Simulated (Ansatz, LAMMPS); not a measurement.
# Electronic structure of glassy 32SiO2-46B2O3-11MgO-11CaO (mol %) (137 atoms), part 2 of 2

What does DFT give for glassy 32SiO2-46B2O3-11MgO-11CaO (mol %) (137 atoms) as built?

Ansatz 0.2.0; Kohn-Sham DFT, PBE, PAW (set soft_2), plane waves.

The cell: 12 Si, 34 B, 4 Mg, 4 Ca and 83 O. The quench rate of 300 K/ps is many orders above laboratory rates. The network of bonds at the start is that of the classical potential that made the cell. Only the Γ point is sampled, in a cell whose shortest periodic width is 12 Å.

So far. Step 3 (Plane-wave single point): About 41 of the 728 electrons lie in deeper levels, below the stored range.

## Step 3: Plane-wave single point (continued)

The levels nearest the highest filled one (over half full), pooled over k-points and spins:

| level less the highest filled one (eV) | occupation |
| --- | --- |
| -0.642 | 2 |
| -0.457 | 2 |
| -0.429 | 2 |
| -0.292 | 2 |
| -0.0673 | 2 |
| 0 | 2 |
| 2.80 | 0 |
| 2.96 | 0 |
| 3.05 | 0 |
| 3.38 | 0 |
| 3.44 | 0 |
| 3.61 | 0 |

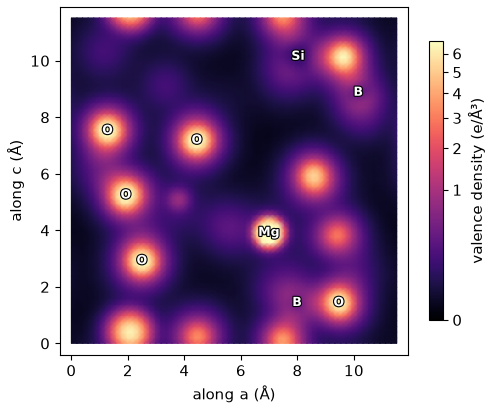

Valence density in the ac plane at fractional y = 0.116, with atoms of Si and B and Mg and O within 0.2 Å of it. It is the smooth field of the valence electrons, not physical close to the nuclei. The map starts off the cell's origin, so that atoms lie inside it. The colour scale is stretched toward low values.

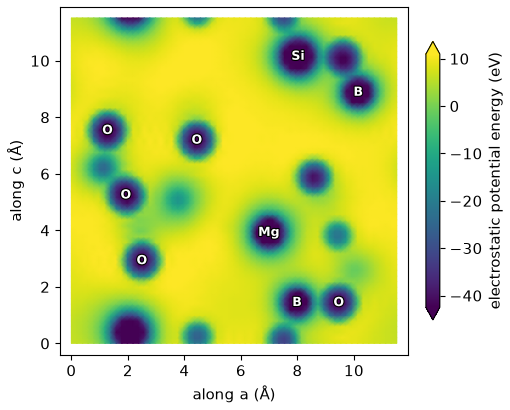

Electrostatic potential energy in the ac plane at fractional y = 0.116, with atoms of Si and B and Mg and O within 0.2 Å of it. With pseudopotentials it is smooth inside the atoms' cores, unlike the true potential. The map starts off the cell's origin, so that atoms lie inside it.

Mean Löwdin charges: B +0.61, Ca +1.79, Mg +1.67, O -0.58, Si +1.76 e (they miss 1.0 % of the electrons, so they add up to more than the cell's charge). The largest share in the top eV of filled states is O p (98 % of the projected weight), and in the lowest eV of empty states B p (47 % of the projected weight).

## Step 4: Structure statistics

Bonds and neighbours are counted at the geometry of the runs.

Density 2.49 g/cm³, 11.14 Å³ an atom.

g(r), total and by pair (bins of 0.2 Å):

| r (Å) | total | O-O | O-B | O-Si | O-Ca | O-Mg | B-B |
| --- | --- | --- | --- | --- | --- | --- | --- |
| 1.30 | 1.50 | 0.00 | 5.00 | 0.00 | 0.00 | 0.00 | 0.00 |
| 1.50 | 2.27 | 0.00 | 7.04 | 1.48 | 0.00 | 0.00 | 0.00 |
| 1.70 | 1.01 | 0.00 | 0.00 | 9.56 | 0.00 | 0.00 | 0.00 |
| 1.90 | 0.03 | 0.00 | 0.00 | 0.00 | 0.00 | 0.96 | 0.00 |
| 2.10 | 0.15 | 0.00 | 0.00 | 0.00 | 0.00 | 4.24 | 0.00 |
| 2.30 | 0.85 | 1.93 | 0.04 | 0.00 | 1.67 | 1.40 | 0.00 |
| 2.50 | 1.31 | 2.79 | 0.10 | 0.09 | 2.91 | 2.63 | 0.32 |
| 2.70 | 1.06 | 1.39 | 0.14 | 0.08 | 2.04 | 0.25 | 3.56 |
| 2.90 | 0.78 | 0.79 | 0.33 | 0.21 | 0.90 | 0.66 | 1.28 |
| 3.10 | 0.71 | 0.74 | 0.64 | 0.64 | 0.18 | 0.79 | 0.10 |
| 3.30 | 1.01 | 0.75 | 1.49 | 1.50 | 0.67 | 0.17 | 0.47 |
| 3.50 | 1.14 | 0.77 | 1.65 | 1.19 | 1.46 | 1.04 | 0.51 |
| 3.70 | 1.13 | 0.57 | 1.78 | 1.60 | 0.66 | 1.20 | 0.61 |
| 3.90 | 1.21 | 0.90 | 1.52 | 1.79 | 1.09 | 1.67 | 0.90 |
| 4.10 | 1.04 | 0.92 | 1.19 | 1.20 | 0.66 | 1.09 | 1.31 |
| 4.30 | 0.97 | 1.07 | 0.83 | 0.86 | 1.08 | 0.69 | 1.26 |
| 4.50 | 1.02 | 1.21 | 0.64 | 0.87 | 1.27 | 0.81 | 2.09 |
| 4.70 | 1.04 | 1.56 | 0.62 | 0.69 | 0.99 | 0.84 | 1.33 |
| 4.90 | 1.00 | 1.22 | 0.84 | 0.59 | 1.45 | 0.91 | 0.93 |
| 5.10 | 1.10 | 1.09 | 1.14 | 0.98 | 0.64 | 1.19 | 1.25 |
| 5.30 | 0.95 | 0.90 | 1.07 | 1.00 | 1.05 | 0.65 | 0.82 |
| 5.50 | 0.90 | 0.75 | 1.04 | 0.99 | 1.10 | 1.26 | 0.49 |
| 5.70 | 0.94 | 0.79 | 1.20 | 0.98 | 0.51 | 0.85 | 0.55 |

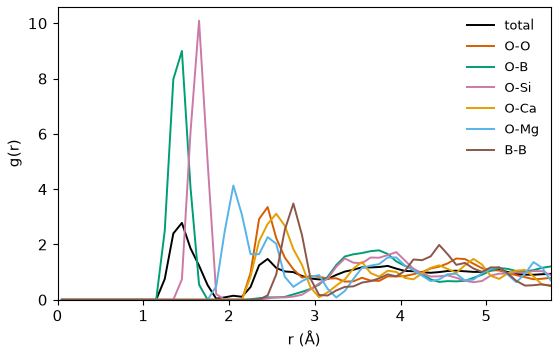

Pair distribution functions, lightly smoothed.

The surroundings of B22, which bears the longest force, nearest first, numbered as they follow in the input and with coordinates relative to it.

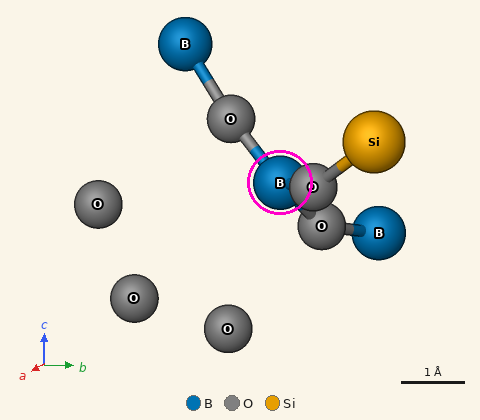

The atoms of the table, within 3.2 Å (arrows a, b, c point along x, y, z); some may hide others; the central atom is ringed.

| atom | x | y | z | distance (Å) | Löwdin charge (e) | Fx | Fy | Fz (eV/Å) |
| --- | --- | --- | --- | --- | --- | --- | --- | --- |
| B22 | 0.00 | 0.00 | 0.00 | 0.00 | 0.60 | -4.56 | 0.65 | 0.24 |
| O86 | -0.37 | -0.97 | 0.91 | 1.38 | -0.46 | 0.79 | 0.30 | 0.54 |
| O107 | 1.03 | 0.92 | 0.18 | 1.39 | -0.60 | 0.71 | 0.32 | 0.52 |
| O83 | -1.04 | 0.34 | -0.88 | 1.41 | -0.42 | 2.76 | -1.25 | 0.31 |
| B27 | -2.29 | 0.88 | -1.19 | 2.72 | 0.60 | -0.26 | 0.20 | 1.05 |
| O133 | 2.01 | -0.18 | -2.03 | 2.87 | -0.58 | 1.30 | 0.17 | -0.23 |
| B26 | -0.82 | -1.90 | 2.00 | 2.88 | 0.51 | 0.14 | 0.85 | -1.36 |
| Si10 | 1.58 | 2.15 | 1.10 | 2.89 | 1.78 | -2.20 | 0.17 | -2.16 |
| O135 | 1.62 | -2.53 | -0.22 | 3.01 | -0.56 | 0.50 | -0.09 | 0.25 |
| O106 | -0.02 | -2.49 | -2.06 | 3.23 | -0.57 | 0.69 | -0.28 | 1.17 |

## Step 5: What came out

```json
{
 "free energy per atom": "-548.2627 eV/atom",
 "pressure": "-2.241 GPa",
 "r.m.s. force component": "1.156 eV/Å",
 "gap (highest filled to lowest empty level)": "2.799 eV",
 "wall time of the 1 DFT run": "22 s"
}
```

**Reading.** The highest filled and lowest empty levels differ by 2.80 eV (at Γ alone); a semilocal functional tends to put such gaps too low. In a disordered cell it changes from sample to sample, and tail or defect levels can set it.

Caveats: The force components of 1.2 eV/Å r.m.s. come partly from thermal motion and partly from the difference between the classical potential and DFT. The pressure of -2.2 GPa is that of one thermal frame, in which the classical model's bond lengths enter as well as the volume, without the kinetic term.

[Logs are printed without paths, hosts, clocks, repeated set-up lines and the standing remarks that a program may print on its own settings, such as how far it seeks lower states.]

[Hosts, paths, dates, database ids (printed as entryN), source tags and the programs' standing remarks are cut or masked in the printed files.]
